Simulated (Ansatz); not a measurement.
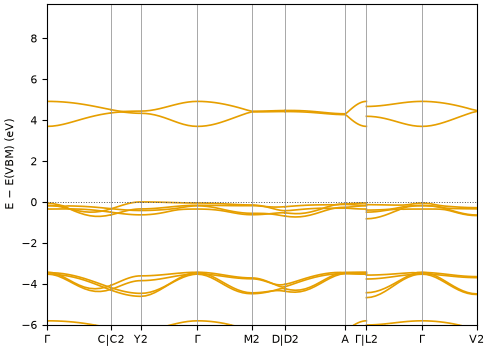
Fig. 1. Band structure from the program Ansatz at the r²SCAN level (PAW)

### Question
Read off the gap and where the band edges lie.

### Answer
About 3.7 eV (3.69 eV by a search for the band edges); maximum at Y2, minimum at Γ.

### Question
Which of these materials gives this?
A. F, C2/m (F on 4i, F on 4i)
B. Rb3InS3, C2/m (Pearson symbol mS28)
C. O, α-O2

### Answer
A, F, C2/m (F on 4i, F on 4i)

The workflow started from a Materials Project entry (that database holds measured and hypothetical structures alike); the Crystallography Open Database files this formula in space group No. 12, but the cells were not matched. It is not the usual solid phase (space group No. 15). The cell was relaxed with r²SCAN under the symmetry of its start; its stability against distortions is not shown here. The substance is a gas or liquid at ambient conditions. A crystal of weakly bound molecules computed without a dispersion correction: the cell and the soft elastic constants depend strongly on that.

Potentials: the later of the program's two PAW sets.
